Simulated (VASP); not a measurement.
Band structure of HoSi₂ (space group P6/mmm). All values below come from PBEsol GGA, VASP's PBE PAW potentials (set 64) (plane waves; VASP).

The 4f electrons are frozen in the core of the lanthanide potential, so 4f levels, which can set the real gap, and their magnetism are missing.

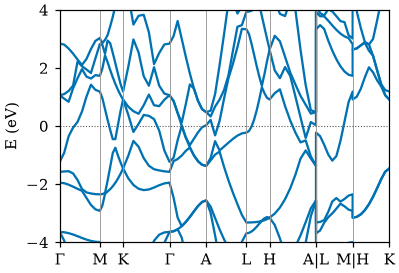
*Bands along high-symmetry lines, zero at the valence-band maximum or, without a gap, the Fermi level*

**Question.** Read the plot: is there a gap, and where are the band edges?

**Answer.** It has no gap at this level: it comes out as a metal or semimetal. (Edges off the drawn lines would not show.)

The structure comes from a measured HoSi2 entry (P6/mmm) of the Crystallography Open Database, whose conditions weren't checked. It was relaxed first, which changed the volume by +5 %. The electron count is odd and the run is not spin-polarised, which forces a metal.
